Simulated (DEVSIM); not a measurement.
Structure: Si p-i-n diode, at 300 K.

```tsv
layer (left to right)	material	thickness (μm)	Nd (cm⁻³)	Na (cm⁻³)	τn (s)	τp (s)
1	Si	1.50	-	1.3e19	2.3e-5	2.3e-5
2	Si	0.750	3.3e11	-	2.3e-5	2.3e-5
3	Si	1.90	1.3e19	-	2.3e-5	2.3e-5
```

Left contact: ohmic. Right contact: ohmic. Voltage is applied to the left contact. Recombination: SRH at mid-gap. Gap narrowing is on: ΔEg = 6.92 meV × (l + √(l² + 0.5)), l = ln(N/1.3e17 cm⁻³), shared equally by both band edges. Mobility is constant in doping.

Constants are typed, rounded textbook-type inputs, not results; the design itself was drawn at random and stands for no fabricated device. Values at 300 K.

| parameter | Si |
|---|---|
| gap (eV) | 1.124 |
| affinity (eV) | 4.05 |
| permittivity | 11.7 |
| Nc (cm⁻³) | 2.86e19 |
| Nv (cm⁻³) | 3.1e19 |
| μn (cm²/Vs) | 1417 |
| μp (cm²/Vs) | 470 |

Simulated with DEVSIM: 1D drift-diffusion, Boltzmann statistics, complete ionisation; no tunnelling, impact ionisation, image-force lowering or self-heating.

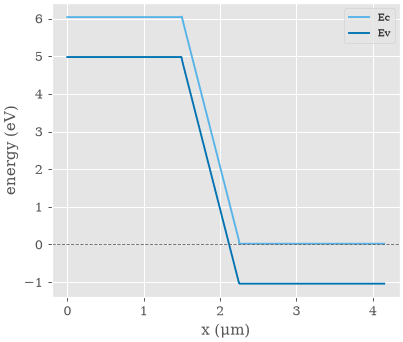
Band edges at -5.0 V on the left contact

Energies count from the Fermi level of the right contact; mesh points crowd at the junctions.

| x (μm) | Ec (eV) | Ev (eV) | n (cm⁻³) | p (cm⁻³) | field (V/cm) |
|---|---|---|---|---|---|
| 0.000 | 6.037 | 4.978 | 110 | 1.3e19 | ≈ 0 |
| 0.03436 | 6.037 | 4.978 | 100 | 1.3e19 | ≈ 0 |
| 0.1163 | 6.037 | 4.978 | < 1e2 | 1.3e19 | ≈ 0 |
| 0.3115 | 6.037 | 4.978 | < 1e2 | 1.3e19 | ≈ 0 |
| 0.9371 | 6.037 | 4.978 | < 1e2 | 1.3e19 | ≈ 0 |
| 1.278 | 6.037 | 4.978 | < 1e2 | 1.3e19 | ≈ 0 |
| 1.421 | 6.037 | 4.978 | < 1e2 | 1.3e19 | ≈ 0 |
| 1.493 | 6.037 | 4.978 | < 1e2 | 1.3e19 | -630 |
| 1.520 | 5.875 | 4.752 | < 1e2 | 2.1e15 | -79000 |
| 1.580 | 5.400 | 4.276 | < 1e2 | 2.2e7 | -79000 |
| 1.718 | 4.300 | 3.176 | < 1e2 | 300 | -79000 |
| 2.058 | 1.607 | 0.483 | 110 | < 1e2 | -79000 |
| 2.182 | 0.627 | -0.497 | 8.4e8 | < 1e2 | -79000 |
| 2.235 | 0.203 | -0.921 | 1.1e16 | < 1e2 | -80000 |
| 2.274 | 0.020 | -1.040 | 1.3e19 | < 1e2 | ≈ 0 |
| 2.342 | 0.020 | -1.040 | 1.3e19 | < 1e2 | ≈ 0 |
| 2.504 | 0.020 | -1.040 | 1.3e19 | < 1e2 | ≈ 0 |
| 2.894 | 0.020 | -1.040 | 1.3e19 | < 1e2 | ≈ 0 |
| 3.735 | 0.020 | -1.040 | 1.3e19 | < 1e2 | ≈ 0 |
| 3.991 | 0.020 | -1.040 | 1.3e19 | < 1e2 | ≈ 0 |
| 4.098 | 0.020 | -1.040 | 1.3e19 | 100 | ≈ 0 |
| 4.150 | 0.020 | -1.040 | 1.3e19 | 110 | ≈ 0 |
